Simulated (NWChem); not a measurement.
**CH5BN (SMILES B[N]C) at UB3LYP/6-31G(d) (Cartesian functions)**

Aim: the vertical ionisation energy of CH5BN at UB3LYP/6-31G* (Cartesian functions), from 2 runs. 

The results are computed with NWChem 7.3.0.

4 further runs of the same task are left out: 2 that didn't finish, 2 set aside as unsound or not needed.

## (1) The molecule

The species is CH5BN (8 atoms), meant as a doublet with charge 0. As SMILES, `B[N]C`. The shape is that of a PBE0-D4/def2-TZVP optimisation.

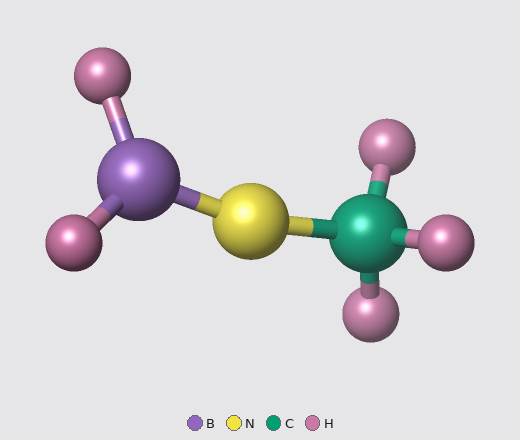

The structure, seen from a chosen angle (boron purple, nitrogen yellow, carbon teal, hydrogen pink).

## (2) Energy and forces at UB3LYP/6-31G(d) (Cartesian functions)

sp.nw reads:

```
start sp
title "CH5BN"
memory total 2200 mb
charge 0
geometry noautosym nocenter noautoz
 B       -0.373900       1.096100      -0.965000
 N        0.058500       0.275600      -0.008700
 C        0.339600      -0.835900       0.776800
 H       -1.007800       0.632300      -1.885400
 H       -0.143000       2.276400      -0.921600
 H       -0.096400      -0.755000       1.778600
 H        1.416200      -1.018200       0.865300
 H       -0.101000      -1.728600       0.304400
end
basis
 * library 6-31G*
end
dft
 xc b3lyp
 mult 2
 grid xfine
 convergence energy 1e-08
 iterations 100
 mulliken
 print low
end
task dft gradient
```

Run with:

```
$ nwchem sp.nw > sp.out
```

What it wrote:

```text
[...]
 d= 0,ls=0.0,diis     1   -120.6284374015 -1.84D+02  6.23D-03  8.98D-02     2.6
[...]
 d= 0,ls=0.0,diis    12   -120.6768648327 -1.64D-09  2.85D-07  1.11D-10    31.7
[...]
         Total DFT energy =     -120.676864832685
      One electron energy =     -287.540670268870
           Coulomb energy =      121.245931199348
    Exchange-Corr. energy =      -18.240775700316
 Nuclear repulsion energy =       63.858649937153
[...]
      Total Density - Mulliken Population Analysis
     ---------------------------------------------
    Atom       Charge   Shell Charges
 -----------   ------   -------------------------------------------------------
    1 B    5     5.03   1.99  0.55  1.54  0.40  0.45  0.08
    2 N    7     7.14   1.99  0.80  2.44  0.80  1.12 -0.01
    3 C    6     6.32   1.99  0.69  2.14  0.58  0.88  0.05
    4 H    1     1.02   0.51  0.51
    5 H    1     1.02   0.51  0.51
    6 H    1     0.83   0.53  0.30
    7 H    1     0.83   0.53  0.30
    8 H    1     0.81   0.52  0.30
[...]
      <S2> =      0.7573 (Exact =     0.7500)
                         DFT ENERGY GRADIENTS
    atom               coordinates                        gradient
                 x          y          z           x          y          z
   1 B      -0.706569   2.071329  -1.823586    0.001515  -0.003397   0.003491
   2 N       0.110549   0.520808  -0.016441   -0.000046  -0.002699   0.000745
   3 C       0.641751  -1.579622   1.467939   -0.000718   0.003380  -0.002242
   4 H      -1.904466   1.194874  -3.562889    0.000208  -0.000441   0.000467
   5 H      -0.270231   4.301772  -1.741571    0.000192  -0.000317   0.000407
   6 H      -0.182170  -1.426743   3.361067    0.000537   0.000303  -0.002575
   7 H       2.676230  -1.924119   1.635180   -0.002418   0.000799  -0.000810
   8 H      -0.190862  -3.266580   0.575233    0.000730   0.002374   0.000517
 Task  times  cpu:       36.1s     wall:       36.1s
 Total times  cpu:       36.2s     wall:       36.2s
```

Run time: 37 s. Hardware: 1 thread of Intel Xeon 6975P-C (Granite Rapids), shared host; peak memory 0.14 GiB.

## (3) The singlet cation: a single-point energy at B3LYP/6-31G(d) (Cartesian functions)

calc.xyz reads:

```xyz
8
CH5BN B3LYP
B     -0.373900     1.096100    -0.965000
N      0.058500     0.275600    -0.008700
C      0.339600    -0.835900     0.776800
H     -1.007800     0.632300    -1.885400
H     -0.143000     2.276400    -0.921600
H     -0.096400    -0.755000     1.778600
H      1.416200    -1.018200     0.865300
H     -0.101000    -1.728600     0.304400
```

run.py reads:

```python
from ase.io import read
from ase.calculators.nwchem import NWChem

system = read('calc.xyz')

calc = NWChem(
    label='calc',
    theory='dft',
    memory='2200 mb',
    basis='6-31G*',
    charge=1,
    dft={'xc': 'b3lyp', 'mult': '1', 'grid': 'xfine', 'convergence': 'energy 1e-08', 'iterations': '100', 'mulliken': None, 'print': 'low'},
    task='energy',
)
system.calc = calc

e = system.get_potential_energy()
print(f"E = {e:.6f} eV")
```

Run with:

```
$ export ASE_NWCHEM_COMMAND="nwchem PREFIX.nwi > PREFIX.nwo"
$ python run.py
```

What it wrote:

```text
E = -3274.510046 eV
```

The calculator wrote calc.nwi:

```
title "calc"

permanent_dir calc

scratch_dir calc

start calc

geometry units angstrom nocenter noautosym noautoz
  B  -3.7390000000000001e-01 1.0961000000000001e+00 -9.6499999999999997e-01
  N  5.8500000000000003e-02 2.7560000000000001e-01 -8.6999999999999994e-03
  C  3.3960000000000001e-01 -8.3589999999999998e-01 7.7680000000000005e-01
  H  -1.0078000000000000e+00 6.3229999999999997e-01 -1.8854000000000000e+00
  H  -1.4299999999999999e-01 2.2764000000000002e+00 -9.2159999999999997e-01
  H  -9.6400000000000000e-02 -7.5500000000000000e-01 1.7786000000000000e+00
  H  1.4161999999999999e+00 -1.0182000000000000e+00 8.6529999999999996e-01
  H  -1.0100000000000001e-01 -1.7285999999999999e+00 3.0440000000000000e-01
end

charge 1

memory 2200 mb

basis noprint
   * library 6-31G*
end

dft
  xc b3lyp
  mult 1
  grid xfine
  convergence energy 1e-08
  iterations 100
  mulliken
  print low
end

task dft energy
```

calc.nwo (excerpt; [...] marks lines left out):

```text
[...]
 d= 0,ls=0.0,diis     9   -120.3360256267 -1.14D-05  6.13D-06  5.33D-08    15.5
[...]
 d= 0,ls=0.0,diis    11   -120.3360256438 -4.10D-09  6.45D-07  3.72D-09    18.2
         Total DFT energy =     -120.336025643828
      One electron energy =     -281.234669840199
           Coulomb energy =      114.883823176399
    Exchange-Corr. energy =      -17.843828917180
 Nuclear repulsion energy =       63.858649937153
[...]
      Total Density - Mulliken Population Analysis
     ---------------------------------------------
    Atom       Charge   Shell Charges
 -----------   ------   -------------------------------------------------------
    1 B    5     4.94   1.99  0.60  1.55  0.38  0.34  0.08
    2 N    7     6.98   1.99  0.85  2.33  0.81  1.01 -0.01
    3 C    6     6.38   1.99  0.69  2.16  0.63  0.87  0.04
[... 4 lines of this table left out ...]
    8 H    1     0.66   0.48  0.19
[...]
```

It took 20 s on 1 thread of Intel Xeon 6975P-C (Granite Rapids), shared host; peak memory 0.14 GiB.

## (4) Summary of results

Level: UB3LYP/6-31G* (Cartesian functions).

| quantity | value |
| --- | --- |
| doublet CH5BN: total energy | -120.67686 Eh |
| doublet CH5BN: ⟨S²⟩ | 0.757 |
| doublet CH5BN: largest force on an atom | 0.262 eV/Å |
| singlet cation: total energy | -120.33603 Eh |
| vertical ionisation energy (to the singlet cation) | 9.275 eV |

What this shows: The vertical ionisation energy comes to 9.27 eV (214 kcal/mol). The largest force (doublet CH5BN) is 0.26 eV/Å: the shape isn't a stationary point for this species at this level. Only the singlet of the ionised species was computed; a triplet could lie lower.
